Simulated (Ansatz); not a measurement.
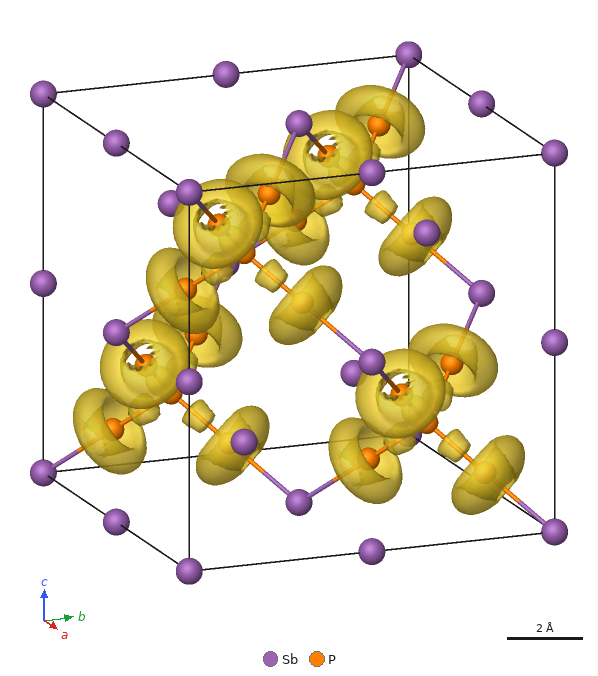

Figure. Sb3P5. Isosurface of the electron localisation function at 0.8 (yellow), seen slightly off an axis. Only the valence region is drawn (cores and ρ < 0.01 e/Å³ removed). Sticks mark near contacts.

Space group F-43m; a structure generated by program, which may or may not match a known phase.

Theory: Ansatz, DFT PBE, scalar-relativistic, plane waves, PAW.

Core electrons are frozen (PAW), and the valence fields are smoothed inside the atomic spheres.

```yaml
crystal:
  lattice:
    - [10.52782, 0.00000, 0.00000]
    - [0.00000, 0.00000, -10.52782]
    - [0.00000, 10.52782, 0.00000]
  atoms:
    - { symbol: Sb, position: [0.00000, 0.50000, 0.00000] }
    - { symbol: Sb, position: [0.50000, 0.50000, 0.50000] }
    - { symbol: Sb, position: [0.50000, 0.00000, 0.00000] }
    - { symbol: Sb, position: [0.00000, 0.00000, 0.50000] }
    - { symbol: Sb, position: [0.25000, 0.75000, 0.25000] }
    - { symbol: Sb, position: [0.75000, 0.75000, 0.75000] }
    - { symbol: Sb, position: [0.75000, 0.25000, 0.25000] }
    - { symbol: Sb, position: [0.25000, 0.25000, 0.75000] }
    - { symbol: Sb, position: [0.50000, 0.50000, 0.00000] }
    - { symbol: Sb, position: [0.00000, 0.50000, 0.50000] }
    - { symbol: Sb, position: [0.00000, 0.00000, 0.00000] }
    - { symbol: Sb, position: [0.50000, 0.00000, 0.50000] }
    - { symbol: P, position: [0.75000, 0.75000, 0.25000] }
    - { symbol: P, position: [0.25000, 0.75000, 0.75000] }
    - { symbol: P, position: [0.25000, 0.25000, 0.25000] }
    - { symbol: P, position: [0.75000, 0.25000, 0.75000] }
    - { symbol: P, position: [0.63575, 0.86425, 0.36425] }
    - { symbol: P, position: [0.13575, 0.86425, 0.86425] }
    - { symbol: P, position: [0.13575, 0.36425, 0.36425] }
    - { symbol: P, position: [0.63575, 0.36425, 0.86425] }
    - { symbol: P, position: [0.86425, 0.63575, 0.36425] }
    - { symbol: P, position: [0.36425, 0.63575, 0.86425] }
    - { symbol: P, position: [0.36425, 0.13575, 0.36425] }
    - { symbol: P, position: [0.86425, 0.13575, 0.86425] }
    - { symbol: P, position: [0.86425, 0.86425, 0.13575] }
    - { symbol: P, position: [0.36425, 0.86425, 0.63575] }
    - { symbol: P, position: [0.36425, 0.36425, 0.13575] }
    - { symbol: P, position: [0.86425, 0.36425, 0.63575] }
    - { symbol: P, position: [0.63575, 0.63575, 0.13575] }
    - { symbol: P, position: [0.13575, 0.63575, 0.63575] }
    - { symbol: P, position: [0.13575, 0.13575, 0.13575] }
    - { symbol: P, position: [0.63575, 0.13575, 0.63575] }
```

What do the ELF domains correspond to?

Answer. The ELF exceeds this value in 16 regions between bonded P–P atoms and 16 regions wrapped around P (the valence shell of each), counted in one cell of 32 atoms. Any copies at cell faces, edges or corners count once. Along the contacts the grid gives the following. P–P (2.08 Å): the ELF peaks at about 0.85 between the atoms. Sb–P (2.48 Å): the ELF peaks at about 0.80 in the valence shell of P, 0.8 Å from its nucleus, and is about 0.55 at the midpoint.
